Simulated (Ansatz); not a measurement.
# C4H5F: one species, many methods

How much do the methods differ for C4H5F? The plan is to run it at one geometry with functionals of several rungs and with coupled cluster. The yardstick is the atomisation energy at the CCSD(T) limit.

The runs use Ansatz 0.2.0, Gaussian basis; functionals in def2-TZVPP, the program's frozen cores in correlated methods.

Plan: PBE-D4, r2SCAN-D4, PBE0-D4, B3LYP-D4, ωB97X-V, ωB97M-V, B2PLYP; CCSD(T)/def2-TZVPP; MP2/def2-QZVPP; extrapolation to the limit.

**1. The relaxed structure**

An earlier PBE0-D4 in a triple-zeta def2 set relaxation fixed the geometry.

SMILES `C=C/C=C\F`, 10 atoms, charge 0, spin multiplicity 1.

Atoms are counted from 1 here; the program's logs count them from 0.

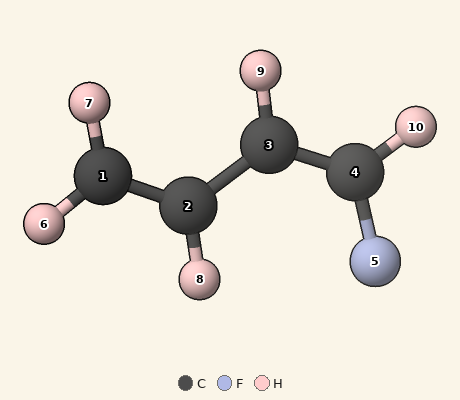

The geometry (carbon dark grey, fluorine light blue, hydrogen pink); atoms are numbered from 1 in the order of the file.

As a file:

```xyz
10
C4H5F
C    -0.8280   -1.0844    1.2674
C    -0.4415   -0.5793    0.0967
C     0.4026    0.5874   -0.0341
C     0.8046    1.1143   -1.1845
F     0.4549    0.5984   -2.3671
H    -1.4612   -1.9610    1.3228
H    -0.5220   -0.6353    2.2068
H    -0.7652   -1.0525   -0.8253
H     0.7445    1.0852    0.8673
H     1.4366    1.9878   -1.2869
```

**2. PBE-D4 (GGA)**

Input file in.yaml:

```yaml
crystal:
  periodic: [false, false, false]
  atoms:
    - {symbol: C, position_ang: [-0.827987, -1.084375, 1.267439]}
    - {symbol: C, position_ang: [-0.441460, -0.579275, 0.096681]}
    - {symbol: C, position_ang: [0.402570, 0.587428, -0.034056]}
    - {symbol: C, position_ang: [0.804555, 1.114285, -1.184474]}
    - {symbol: F, position_ang: [0.454929, 0.598364, -2.367077]}
    - {symbol: H, position_ang: [-1.461203, -1.960999, 1.322789]}
    - {symbol: H, position_ang: [-0.521965, -0.635300, 2.206824]}
    - {symbol: H, position_ang: [-0.765238, -1.052484, -0.825308]}
    - {symbol: H, position_ang: [0.744485, 1.085198, 0.867295]}
    - {symbol: H, position_ang: [1.436614, 1.987760, -1.286912]}
basis:
  gaussian: {orbitals: def2-TZVPP}
hamiltonian: {xc: pbe, dispersion: d4}
output: {forces: true, orbitals: {seedname: orbitals}}
```

The program printed (excerpt; [...] marks lines left out):

```text
Functional definition: PBE
  name "PBE"
  cite "Perdew, Burke & Ernzerhof, Phys. Rev. Lett. 77, 3865 (1996) doi:10.1103/PhysRevLett.77.3865"
  parent pbe
[...]
1171 factors; their error is unknown
[...]
mean field -6939.66832500 eV, -255.0281070677 hartree, gradient 2.2e-5 eV, S^2 0.000000; 0 other end points of the search recorded, 0 dependent functions left out
[...]
reference -6939.66836309 eV, -255.0281084673 hartree; 19, 19 occupied and 206, 206 virtual orbitals, 1171 factors
Total energy: -6939.83382912 eV, -255.0341892318 hartree
Atom 0 at    -0.827987    -1.084375     1.267439 Å, force    -0.150789    -0.199203     0.378342 eV/Å
Atom 1 at    -0.441460    -0.579275     0.096681 Å, force     0.208156     0.280096    -0.317284 eV/Å
Atom 2 at     0.402570     0.587428    -0.034056 Å, force    -0.229976    -0.308224     0.400715 eV/Å
Atom 3 at     0.804555     1.114285    -1.184474 Å, force     0.259300     0.358610    -0.035537 eV/Å
Atom 4 at     0.454929     0.598364    -2.367077 Å, force    -0.168363    -0.250179    -0.634646 eV/Å
Atom 5 at    -1.461203    -1.960999     1.322789 Å, force    -0.133710    -0.184350     0.029298 eV/Å
Atom 6 at    -0.521965    -0.635300     2.206824 Å, force     0.058795     0.086803     0.203977 eV/Å
Atom 7 at    -0.765238    -1.052484    -0.825308 Å, force    -0.069150    -0.101391    -0.206973 eV/Å
Atom 8 at     0.744485     1.085198     0.867295 Å, force     0.069458     0.101848     0.208379 eV/Å
Atom 9 at     1.436614     1.987760    -1.286912 Å, force     0.156279     0.215989    -0.026271 eV/Å
Dipole moment:     0.077938     0.112750     0.179757 e Å
```

Run time: 2.8 s. Hardware: 2 threads, shared host; peak memory 0.25 GiB.

Atomisation energy: 1056.2 kcal/mol (free atoms -6894.034 eV, run apart). HOMO -5.72 eV, LUMO -1.79 eV.

**3. r2SCAN-D4 (meta-GGA)**

Edit in.yaml of step 2 so:

```diff
@@ -15,3 +15,3 @@
   gaussian: {orbitals: def2-TZVPP}
-hamiltonian: {xc: pbe, dispersion: d4}
+hamiltonian: {xc: r2scan, dispersion: d4}
 output: {forces: true, orbitals: {seedname: orbitals}}
```

The program printed (excerpt; [...] marks lines left out):

```text
Functional definition: r2SCAN
  name "r2SCAN"
  cite "Furness, Kaplan, Ning, Perdew & Sun, J. Phys. Chem. Lett. 11, 8208 (2020) doi:10.1021/acs.jpclett.0c02405"
  cite "Furness, Kaplan, Ning, Perdew & Sun, J. Phys. Chem. Lett. 11, 9248 (2020) doi:10.1021/acs.jpclett.0c03077"
  parent r2scan
[...]
1171 factors; their error is unknown
[...]
mean field -6944.17270761 eV, -255.1936400754 hartree, gradient 7.7e-5 eV, S^2 0.000000; 0 other end points of the search recorded, 0 dependent functions left out
[...]
reference -6944.17271822 eV, -255.1936404654 hartree; 19, 19 occupied and 206, 206 virtual orbitals, 1171 factors
Total energy: -6944.21437600 eV, -255.1951713603 hartree
Atom 0 at    -0.827987    -1.084375     1.267439 Å, force    -0.097192    -0.128206     0.253362 eV/Å
Atom 1 at    -0.441460    -0.579275     0.096681 Å, force     0.107328     0.143017    -0.212942 eV/Å
Atom 2 at     0.402570     0.587428    -0.034056 Å, force    -0.132984    -0.178234     0.232290 eV/Å
Atom 3 at     0.804555     1.114285    -1.184474 Å, force     0.204669     0.285224     0.053401 eV/Å
Atom 4 at     0.454929     0.598364    -2.367077 Å, force    -0.093077    -0.136401    -0.278369 eV/Å
Atom 5 at    -1.461203    -1.960999     1.322789 Å, force     0.011148     0.015783     0.000445 eV/Å
Atom 6 at    -0.521965    -0.635300     2.206824 Å, force    -0.001207    -0.002155    -0.014361 eV/Å
Atom 7 at    -0.765238    -1.052484    -0.825308 Å, force     0.005153     0.006790    -0.010887 eV/Å
Atom 8 at     0.744485     1.085198     0.867295 Å, force    -0.002890    -0.003939     0.000181 eV/Å
Atom 9 at     1.436614     1.987760    -1.286912 Å, force    -0.000948    -0.001879    -0.023120 eV/Å
Dipole moment:     0.080190     0.116210     0.192596 e Å
```

Run time: 4.7 s. Hardware: 2 threads, shared host; peak memory 0.27 GiB.

Atomisation energy: 1026.7 kcal/mol (free atoms -6899.691 eV, run apart). HOMO -5.89 eV, LUMO -1.62 eV.

**4. PBE0-D4 (hybrid)**

Edit in.yaml of step 3 so:

```diff
@@ -15,3 +15,3 @@
   gaussian: {orbitals: def2-TZVPP}
-hamiltonian: {xc: r2scan, dispersion: d4}
-output: {forces: true, orbitals: {seedname: orbitals}}
+hamiltonian: {xc: pbe0, dispersion: d4}
+output: {orbitals: {seedname: orbitals}}
```

The program printed:

```text
Functional definition: PBE0
  name "PBE0"
  cite "Adamo & Barone, J. Chem. Phys. 110, 6158 (1999) doi:10.1063/1.478522"
  cite "Perdew, Burke & Ernzerhof, Phys. Rev. Lett. 77, 3865 (1996) doi:10.1103/PhysRevLett.77.3865"
  parent pbe
  parameter a = 0.25
  parameter kappa = 0.804
  parameter beta = 0.06672455060314922
  exchange = (1 - a)*pbe_x(kappa = kappa, mu = beta*pi^2/3) + a*exact_x
  correlation = pbe_c(beta = beta)
1171 factors; their error is unknown
mean field evaluation 1: about -6932.6265 eV, gradient 5.6e1 eV
mean field evaluation 2: about -6929.2535 eV, gradient 6.4e1 eV
mean field evaluation 4: about -6940.0175 eV, gradient 3.9e0 eV
mean field evaluation 8: about -6940.0549 eV, gradient 5.2e-1 eV
mean field evaluation 16: about -6940.0553 eV, gradient 3.2e-5 eV
mean field -6940.05528916 eV, -255.0423277381 hartree, gradient 3.2e-5 eV, S^2 0.000000; 0 other end points of the search recorded, 0 dependent functions left out
reference -6940.05531691 eV, -255.0423287581 hartree; 19, 19 occupied and 206, 206 virtual orbitals, 1171 factors
Total energy: -6940.19308676 eV, -255.0473917065 hartree
```

It took 2.8 s on 2 threads, shared host; peak memory 0.43 GiB.

With the free atoms at this level, -6895.443 eV in sum, the atomisation energy is 1032.0 kcal/mol. HOMO -6.76 eV, LUMO -0.86 eV.

**5. B3LYP-D4 (hybrid)**

B3LYP here takes the VWN-RPA correlation.

Edit in.yaml of step 4 so:

```diff
@@ -15,3 +15,3 @@
   gaussian: {orbitals: def2-TZVPP}
-hamiltonian: {xc: pbe0, dispersion: d4}
-output: {orbitals: {seedname: orbitals}}
+hamiltonian: {xc: {name: B3LYP}, dispersion: d4}
+output: {forces: true, orbitals: {seedname: orbitals}}
```

The program printed (excerpt; [...] marks lines left out):

```text
Functional definition: B3LYP
  name "B3LYP"
  cite "Stephens, Devlin, Chabalowski & Frisch, J. Phys. Chem. 98, 11623 (1994) doi:10.1021/j100096a001"
  cite "Becke, Phys. Rev. A 38, 3098 (1988) doi:10.1103/PhysRevA.38.3098"
  cite "Lee, Yang & Parr, Phys. Rev. B 37, 785 (1988) doi:10.1103/PhysRevB.37.785"
  cite "Vosko, Wilk & Nusair, Can. J. Phys. 58, 1200 (1980) doi:10.1139/p80-159"
[...]
1171 factors; their error is unknown
[...]
mean field -6948.16382634 eV, -255.3403109834 hartree, gradient 2.5e-5 eV, S^2 0.000000; 0 other end points of the search recorded, 0 dependent functions left out
[...]
reference -6948.16407341 eV, -255.3403200631 hartree; 19, 19 occupied and 206, 206 virtual orbitals, 1171 factors
Total energy: -6948.42844409 eV, -255.3500355062 hartree
Atom 0 at    -0.827987    -1.084375     1.267439 Å, force    -0.064408    -0.085593     0.146027 eV/Å
Atom 1 at    -0.441460    -0.579275     0.096681 Å, force    -0.043574    -0.063593    -0.114290 eV/Å
Atom 2 at     0.402570     0.587428    -0.034056 Å, force     0.051829     0.074532     0.102646 eV/Å
Atom 3 at     0.804555     1.114285    -1.184474 Å, force     0.203154     0.288988     0.275418 eV/Å
Atom 4 at     0.454929     0.598364    -2.367077 Å, force    -0.108909    -0.161200    -0.386325 eV/Å
Atom 5 at    -1.461203    -1.960999     1.322789 Å, force     0.043422     0.060815     0.010920 eV/Å
Atom 6 at    -0.521965    -0.635300     2.206824 Å, force    -0.027993    -0.040373    -0.055427 eV/Å
Atom 7 at    -0.765238    -1.052484    -0.825308 Å, force     0.020173     0.029677     0.067111 eV/Å
Atom 8 at     0.744485     1.085198     0.867295 Å, force    -0.026005    -0.037323    -0.050942 eV/Å
Atom 9 at     1.436614     1.987760    -1.286912 Å, force    -0.047689    -0.065929     0.004862 eV/Å
Dipole moment:     0.078837     0.114909     0.214359 e Å
```

It took 4.9 s on 2 threads, shared host; peak memory 0.51 GiB.

With the free atoms at this level, -6904.041 eV in sum, the atomisation energy is 1023.6 kcal/mol. HOMO -6.56 eV, LUMO -1.08 eV.

**6. ωB97X-V (range-separated)**

Edit in.yaml of step 5 so:

```diff
@@ -15,3 +15,3 @@
   gaussian: {orbitals: def2-TZVPP}
-hamiltonian: {xc: {name: B3LYP}, dispersion: d4}
-output: {forces: true, orbitals: {seedname: orbitals}}
+hamiltonian: {xc: {name: wB97X-V}}
+output: {orbitals: {seedname: orbitals}}
```

The program printed (excerpt; [...] marks lines left out):

```text
Functional definition: wB97X-V
  name "wB97X-V"
  cite "Mardirossian & Head-Gordon, Phys. Chem. Chem. Phys. 16, 9904 (2014) doi:10.1039/C3CP54374A"
  cite "Becke, J. Chem. Phys. 107, 8554 (1997) doi:10.1063/1.475007"
  cite "Vydrov & Van Voorhis, J. Chem. Phys. 133, 244103 (2010) doi:10.1063/1.3521275"
[...]
      + integral(e_c_pw_opposite_spin*poly(b97_u_opposite, cos0, cos1)) + vv10(b, c)
1171 factors; their error is unknown
288 factors; integrals over basis functions are off by at most 7.8e-6 eV
[...]
mean field -6945.63361004 eV, -255.2473272495 hartree, gradient 3.9e-5 eV, S^2 0.000000; 0 other end points of the search recorded, 0 dependent functions left out
reference -6945.63360823 eV, -255.2473271828 hartree; 19, 19 occupied and 206, 206 virtual orbitals, 1171 factors
Total energy: -6945.63360823 eV, -255.2473271828 hartree
```

Run time: 7.5 s. Hardware: 2 threads, shared host; peak memory 0.54 GiB.

Atomisation energy: 1019.3 kcal/mol (free atoms -6901.433 eV, run apart). HOMO -8.94 eV, LUMO 1.32 eV.

**7. ωB97M-V (range-separated)**

Edit in.yaml of step 6 so:

```diff
@@ -15,3 +15,3 @@
   gaussian: {orbitals: def2-TZVPP}
-hamiltonian: {xc: {name: wB97X-V}}
-output: {orbitals: {seedname: orbitals}}
+hamiltonian: {xc: {name: wB97M-V}}
+output: {forces: true, orbitals: {seedname: orbitals}}
```

The program printed (excerpt; [...] marks lines left out):

```text
Functional definition: wB97M-V
  name "wB97M-V"
  cite "Mardirossian & Head-Gordon, J. Chem. Phys. 144, 214110 (2016) doi:10.1063/1.4952647"
  cite "Becke, J. Chem. Phys. 107, 8554 (1997) doi:10.1063/1.475007"
  cite "Vydrov & Van Voorhis, J. Chem. Phys. 133, 244103 (2010) doi:10.1063/1.3521275"
  # Of w^i u^j: cxij and so on, Table III.
[...]
  gx(w, u) = 1 - cx + cx01*u + cx10*w
  gss(w, u) = css00 + css04*u^4 + css10*w + css20*w^2 + css43*w^4*u^3
  gos(w, u) = cos00 + cos10*w + (cos20 + cos21*u)*w^2 + (cos60 + cos61*u)*w^6
[...]
      + integral(e_c_pw_mod_opposite_spin*gos(b97_w_opposite, b97_u_opposite)) + vv10(b, c)
1171 factors; their error is unknown
288 factors; integrals over basis functions are off by at most 7.8e-6 eV
[...]
Atom 0 at    -0.827987    -1.084375     1.267439 Å, force     0.027378     0.035726    -0.078860 eV/Å
Atom 1 at    -0.441460    -0.579275     0.096681 Å, force    -0.311286    -0.429873     0.071042 eV/Å
Atom 2 at     0.402570     0.587428    -0.034056 Å, force     0.324643     0.447500    -0.096158 eV/Å
Atom 3 at     0.804555     1.114285    -1.184474 Å, force     0.081197     0.124528     0.450224 eV/Å
Atom 4 at     0.454929     0.598364    -2.367077 Å, force    -0.099134    -0.144719    -0.275346 eV/Å
Atom 5 at    -1.461203    -1.960999     1.322789 Å, force     0.051248     0.070975    -0.015783 eV/Å
Atom 6 at    -0.521965    -0.635300     2.206824 Å, force    -0.013501    -0.020848    -0.076938 eV/Å
Atom 7 at    -0.765238    -1.052484    -0.825308 Å, force     0.018287     0.027319     0.077046 eV/Å
Atom 8 at     0.744485     1.085198     0.867295 Å, force    -0.023841    -0.034805    -0.069227 eV/Å
Atom 9 at     1.436614     1.987760    -1.286912 Å, force    -0.054991    -0.075804     0.013999 eV/Å
Dipole moment:     0.080008     0.116468     0.211931 e Å
```

Run time: 11 s. Hardware: 2 threads, shared host; peak memory 0.65 GiB.

With the free atoms at this level, -6900.845 eV in sum, the atomisation energy is 1022.9 kcal/mol. HOMO -8.86 eV, LUMO 1.22 eV.

**8. B2PLYP (double hybrid)**

Edit in.yaml of step 7 so:

```diff
@@ -15,3 +15,2 @@
   gaussian: {orbitals: def2-TZVPP}
-hamiltonian: {xc: {name: wB97M-V}}
-output: {forces: true, orbitals: {seedname: orbitals}}
+hamiltonian: {xc: {name: B2PLYP}}
```

The program printed (excerpt; [...] marks lines left out):

```text
Functional definition: B2PLYP
  name "B2PLYP"
  cite "Grimme, J. Chem. Phys. 124, 034108 (2006) doi:10.1063/1.2148954"
  cite "Becke, Phys. Rev. A 38, 3098 (1988) doi:10.1103/PhysRevA.38.3098"
  cite "Lee, Yang & Parr, Phys. Rev. B 37, 785 (1988) doi:10.1103/PhysRevB.37.785"
[...]
1364 factors; integrals over basis functions are off by at most 7.9e-4 eV
[...]
mean field -6934.70893498 eV, -254.8458528460 hartree, gradient 1.5e-6 eV, S^2 0.000000; 0 other end points of the search recorded, 0 dependent functions left out
5 core orbitals not correlated: weight in the atoms' cores, before any rotation towards them, 1.000 or more for the frozen orbitals, at most 0.000 for the correlated occupied ones
reference -6934.70908948 eV, -254.8458585238 hartree; 14, 14 occupied and 206, 206 virtual orbitals, 1364 factors
second order -29.18973753 eV of doubles, -0.00000000 eV of singles
Total energy: -6942.59031861 eV, -255.1354883523 hartree
```

Wall time 6 s (2 threads, shared host); peak memory 0.53 GiB.

Atomisation energy: 1013.9 kcal/mol (free atoms -6898.624 eV, run apart).

**9. Frontier levels by functional**

Dipoles come from the runs that computed forces. Levels are read from the orbital files that the runs wrote:

```csv
functional,HOMO (eV),LUMO (eV),gap (eV),dipole (D)
PBE-D4,-5.72,-1.79,3.93,1.09
r2SCAN-D4,-5.89,-1.62,4.26,1.15
PBE0-D4,-6.76,-0.86,5.90,
B3LYP-D4,-6.56,-1.08,5.48,1.23
ωB97X-V,-8.94,1.32,10.26,
ωB97M-V,-8.86,1.22,10.08,1.22
```

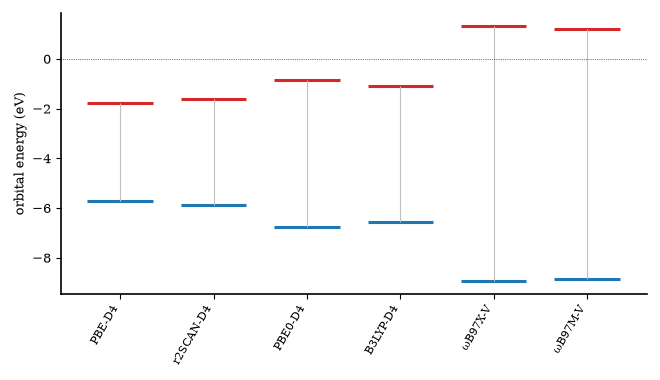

Highest occupied (blue) and lowest empty (red) level by functional.

**10. CCSD(T) in def2-TZVPP**

Edit in.yaml of step 8 so:

```diff
@@ -15,2 +15,2 @@
   gaussian: {orbitals: def2-TZVPP}
-hamiltonian: {xc: {name: B2PLYP}}
+correlation: {method: ccsd_t}
```

The program printed (excerpt; [...] marks lines left out):

```text
Functional definition: HF
  name "HF"
  cite "Fock, Z. Phys. 61, 126 (1930) doi:10.1007/BF01340294"
  parent pbe
[...]
1364 factors; integrals over basis functions are off by at most 7.9e-4 eV
[...]
mean field -6908.34371894 eV, -253.8769490274 hartree, gradient 3.8e-6 eV, S^2 0.000000; 0 other end points of the search recorded, 0 dependent functions left out; unrestricted orbitals would lower it
5 core orbitals not correlated: weight in the atoms' cores, before any rotation towards them, 1.000 or more for the frozen orbitals, at most 0.000 for the correlated occupied ones
reference -6908.34371894 eV, -253.8769490274 hartree; 14, 14 occupied and 206, 206 virtual orbitals, 1364 factors
second order -24.11581262 eV of doubles, -0.00000000 eV of singles
cycle   1  -24.25350742 eV  change   -1.4e-1 eV  update   1.1e-1
[...]
cycle  10  -24.96965137 eV  change   -1.2e-5 eV  update   1.5e-5
perturbative correction -1.06997182 eV, -0.0393207390 hartree
Total energy: -6934.38334212 eV, -254.8338875292 hartree
```

Wall time 2.1 min (2 threads, shared host); peak memory 4 GiB.

**11. MP2 in def2-QZVPP**

Edit in.yaml of step 10 so:

```diff
@@ -14,3 +14,3 @@
 basis:
-  gaussian: {orbitals: def2-TZVPP}
-correlation: {method: ccsd_t}
+  gaussian: {orbitals: "def2-QZVPP.json"}
+correlation: {method: mp2}
```

The program printed:

```text
Functional definition: HF
  name "HF"
  cite "Fock, Z. Phys. 61, 126 (1930) doi:10.1007/BF01340294"
  parent pbe
  exchange = exact_x
  correlation = 0
2625 factors; integrals over basis functions are off by at most 9.6e-4 eV
mean field evaluation 1: about -6904.8792 eV, gradient 3.7e1 eV
mean field evaluation 2: about -6905.0340 eV, gradient 3.7e1 eV
mean field evaluation 4: about -6908.5798 eV, gradient 4.4e0 eV
mean field evaluation 8: about -6908.6491 eV, gradient 2.9e-1 eV
mean field -6908.64982339 eV, -253.8881981585 hartree, gradient 2.6e-6 eV, S^2 0.000000; 0 other end points of the search recorded, 0 dependent functions left out; unrestricted orbitals would lower it
mean field evaluation 16: about -6908.6135 eV, gradient 2.9e0 eV
5 core orbitals not correlated: weight in the atoms' cores, before any rotation towards them, 1.000 or more for the frozen orbitals, at most 0.000 for the correlated occupied ones
reference -6908.64982339 eV, -253.8881981585 hartree; 14, 14 occupied and 416, 416 virtual orbitals, 2625 factors
second order -25.88787292 eV of doubles, -0.00000000 eV of singles
Total energy: -6934.53769631 eV, -254.8395599407 hartree
```

Run time: 26 s. Hardware: 2 threads, shared host; peak memory 2.3 GiB.

The pieces so far (eV):

```csv
basis,HF,MP2 correlation,CCSD correlation,(T),total
def2-TZVPP,-6908.3437,-24.1158,-24.9697,-1.0700,-6934.3833
def2-QZVPP,-6908.6498,-25.8879,,,-6934.5377 (MP2)
```

The report of the def2-TZVPP run gives T1 = 0.0122.

**12. The basis-set limit**

This step is arithmetic on the last runs, with X = 3 and 4: exp(−7.88√X) for Hartree-Fock, X^−2.97 for correlation; only MP2 was run in the larger set, so CCSD(T) minus MP2 is added from the smaller one.

```csv
level,energy at the limit (eV)
HF,-6908.6920
MP2,-6935.8925
CCSD,-6936.7463
CCSD(T),-6937.8163
```

**13. The ladder**

Free atoms (4 C, 1 F, 5 H) were run apart at each level; the atomisation energy is their sum less the molecule, without zero-point or spin-orbit terms.

```csv
method,rung,"atoms, summed (eV)",atomisation energy (kcal/mol),from CCSD(T)/CBS (kcal/mol),time
PBE-D4,GGA,-6894.034,1056.2,+37.4,2.8 s
r2SCAN-D4,meta-GGA,-6899.691,1026.7,+7.9,4.7 s
PBE0-D4,hybrid,-6895.443,1032.0,+13.2,2.8 s
B3LYP-D4,hybrid,-6904.041,1023.6,+4.8,4.9 s
ωB97X-V,range-separated,-6901.433,1019.3,+0.5,7.5 s
ωB97M-V,range-separated,-6900.845,1022.9,+4.1,11 s
B2PLYP,double hybrid,-6898.624,1013.9,-4.9,6 s
HF/def2-TZVPP,wavefunction,-6875.794,750.6,-268.2,
MP2/def2-TZVPP,wavefunction,-6888.372,1016.7,-2.1,
CCSD/def2-TZVPP,wavefunction,-6890.921,977.6,-41.2,
CCSD(T)/def2-TZVPP,wavefunction,-6891.235,995.0,-23.8,2.1 min
MP2/CBS,wavefunction,-6890.773,1040.5,+21.7,
CCSD(T)/CBS,wavefunction,-6893.637,1018.8,0,2.6 min
```

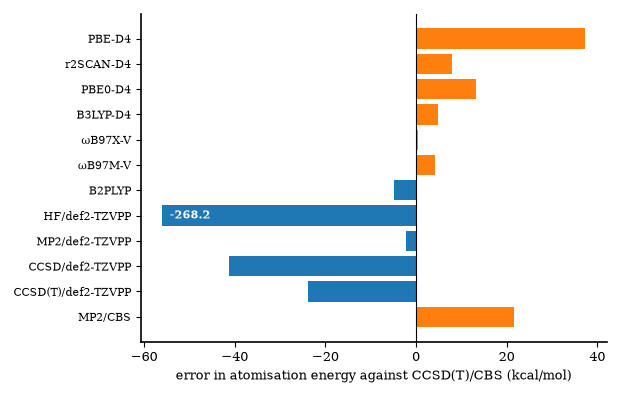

Error of each method against CCSD(T)/CBS. Bars with a number in them are cut short.

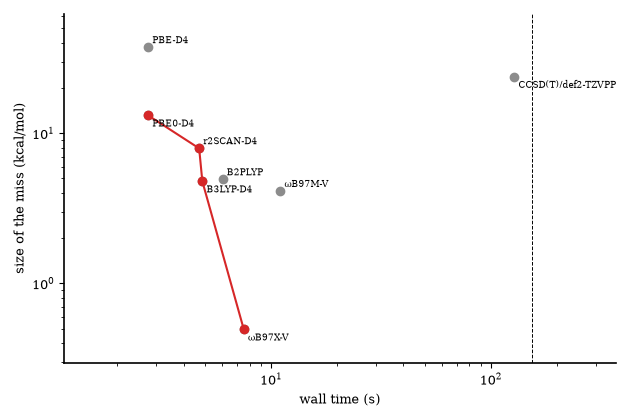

Accuracy for the time spent; red marks the levels that beat every quicker one drawn (of those quicker than the yardstick), and the dashed line is the time of CCSD(T)/CBS. Times are from a shared host.

B2PLYP carry no dispersion term (for B3LYP, D4 adds 6.1 kcal/mol).

Times are those of the molecule's run; HF, MP2 and CCSD come out of the CCSD(T) runs, and the limit's time is the sum of the runs that it needs.

**14. What came out**

| quantity | value |
| --- | --- |
| atomisation energy, CCSD(T)/CBS | 1018.8 kcal/mol |
| functionals within 5.1 kcal/mol (0.5 %) | B3LYP-D4, ωB97X-V, ωB97M-V, B2PLYP |
| farthest | PBE-D4 (+37.4 kcal/mol) |
| mean size of error, hybrid | 9.0 kcal/mol |
| mean size of error, range-separated | 2.3 kcal/mol |
| gap, smallest and largest | 3.93 eV (PBE-D4), 10.26 eV (ωB97X-V) |
| T1 diagnostic | 0.0122 |
| triples share of the correlation energy | 4.1 % |

**Reading.** PBE-D4 is off by +37.4 kcal/mol. Double hybrids carry the basis error of their MP2 part in triple zeta, and no dispersion term here, so their miss is partly the set-up's. The reference freezes the cores and leaves out relativity and excitations past (T), so misses under about 5.1 kcal/mol can't be ranked. Hartree-Fock recovers 74 % of the binding; the rest is correlation. Orbital gaps span 3.9 to 10.3 eV; exact exchange widens them. The restricted reference is unstable towards a spin-broken one.

For cost: ωB97X-V gets within 0.5 kcal/mol in 7.5 s, where CCSD(T)/CBS took 2.6 min; the quickest level in the cost chart, PBE0-D4, takes 2.8 s and misses by 13.2 kcal/mol.
